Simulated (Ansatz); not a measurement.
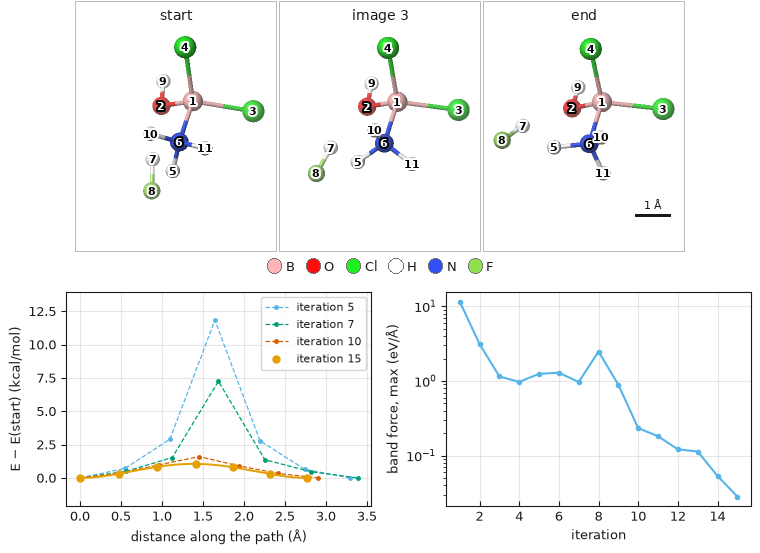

A nudged-elastic-band calculation for BNH5OCl2F. Images are numbered from 0 (start) to 6 (end). The plot follows the band through its iterations. The picture is a ball-and-stick view, seen from a free direction.

The calculation used RKS BHLYP/def2-SVP (Ansatz 0.2.0). Run with 5 movable images; climbing image; force threshold 0.05 eV/Å; iteration limit 60; starting path through a guess of the saddle point.

How did the profile develop, and is the result final?

The result is final at these settings. The band converged in 15 iterations. The largest component of the band force went from 12 to 0.028 eV/Å. The climbing image converged on the top of the path. Its vibrational analysis gives one imaginary mode (64i cm⁻¹), as a transition state must have. The first iteration put the highest image at 44.91 kcal/mol. The barrier is about 1.05 kcal/mol in both directions, with image 3 at the top; the ends have the same energy.

The run took 3.5 min on 2 threads of AMD EPYC 7R13 Processor (Zen 3) (shared host), peak memory 0.32 GiB.
